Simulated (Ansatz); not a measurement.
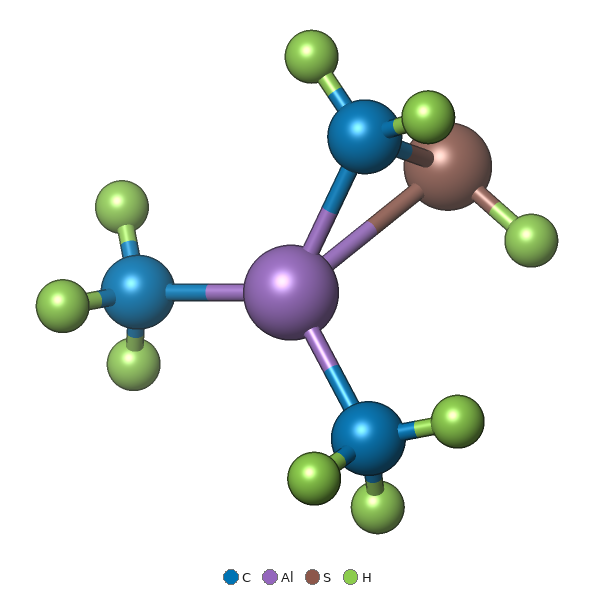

Computed geometry: PBE0-D4/def2-TZVP optimisation. No frequency run is at hand to confirm it as a minimum. Properties computed with RKS PBE0-D4/def2-TZVP (Ansatz 0.2.0).

Predict the main results.

The species is C₃H₉AlS.
- dipole moment: 1.03 D
- dispersion correction: −25.1 kJ/mol
